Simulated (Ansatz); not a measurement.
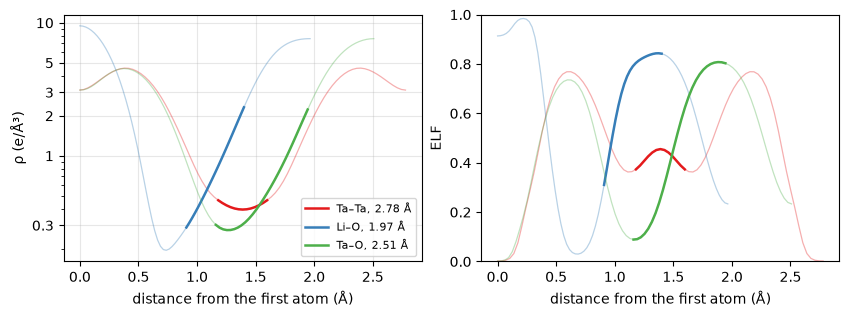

*Li3Ta2O. Valence pseudo-density and ELF along straight lines between neighbouring atoms. Thin, pale parts lie inside the atomic spheres.*

Space group P-4m2; a structure generated by program, which may or may not match a known phase; computed without spin polarisation.

Theory: DFT PBE, scalar-relativistic, plane waves, PAW in Ansatz 0.2.0.

The density is the valence pseudo-density of a PAW calculation; it isn't the true density close to the nuclei.

Compare the contacts.

Ta–Ta (2.78 Å): the density is about 0.39 e/Å³ at the midpoint; the ELF is about 0.45 at the midpoint.
Li–O (1.97 Å): the density is about 0.37 e/Å³ at the midpoint; the ELF peaks at about 0.85 in the valence shell of O, 0.6 Å from its nucleus, and is about 0.50 at the midpoint.
Ta–O (2.51 Å): ρ at the midpoint is about 0.28 e/Å³; the ELF is about 0.10 at the midpoint (no localised pair shows between them).
